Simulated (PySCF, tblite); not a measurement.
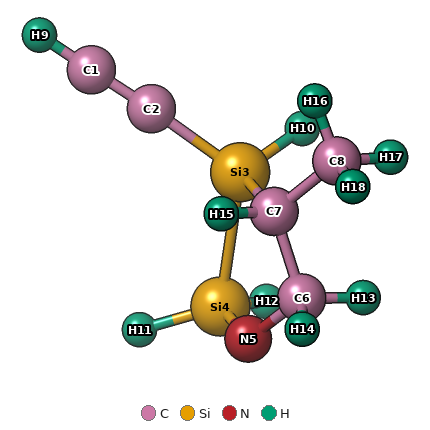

First-order isotropic EPR spectrum (fast tumbling, first derivative) of C₅H₁₀NSi₂, SMILES C#C[Si@@H]1[SiH2][N]C[C@H]1C, doublet at 9.75 GHz, Lorentzian lines of 0.14 mT full width at half height, from computed g and hyperfine couplings (B3LYP/pcH-1, PySCF, at a GFN2-xTB geometry (a minimum by its frequencies), gas phase); values of one conformer, averaged over methyl-type rotors alone; other conformers aren't averaged in; no vibrational averaging; dilute isotopes left out. The SMILES is one Lewis form and needn't show where the spin sits.

Q: Give g and the hyperfine couplings.

A: g_iso = 2.0058, which centres the spectrum at 347.3 mT; it spans 9.2 mT.

| nuclei | isotope | a (mT) | a (MHz) |
| --- | --- | --- | --- |
| H12 | ¹H | 2.70 | 75.9 |
| H13 | ¹H | 1.41 | 39.7 |
| N5 | ¹⁴N | 1.26 | 35.3 |
| H10 | ¹H | 0.88 | 24.6 |
| H14 | ¹H | 0.56 | 15.7 |
| H16, H17, H18 | ¹H | 0.20 | 5.7 |
| H11 | ¹H | −0.18 | −5.0 |
| H15 | ¹H | −0.17 | −4.9 |
| H9 | ¹H | −0.13 | −3.6 |

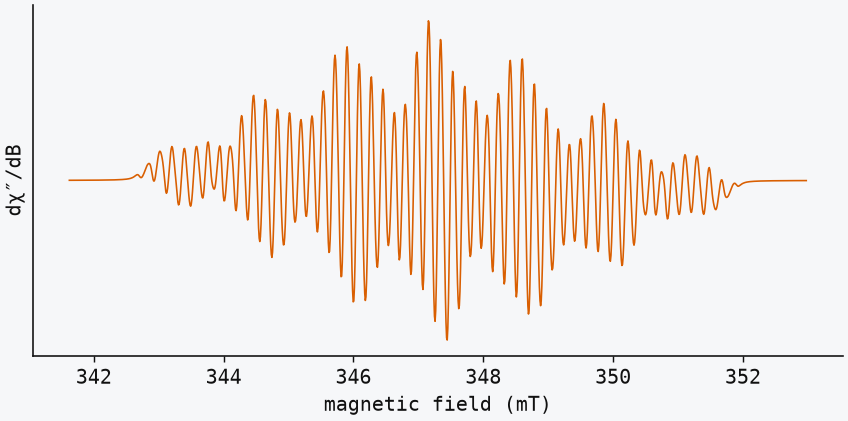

Note: the tight-binding geometry is rougher than a DFT one and adds to the error.
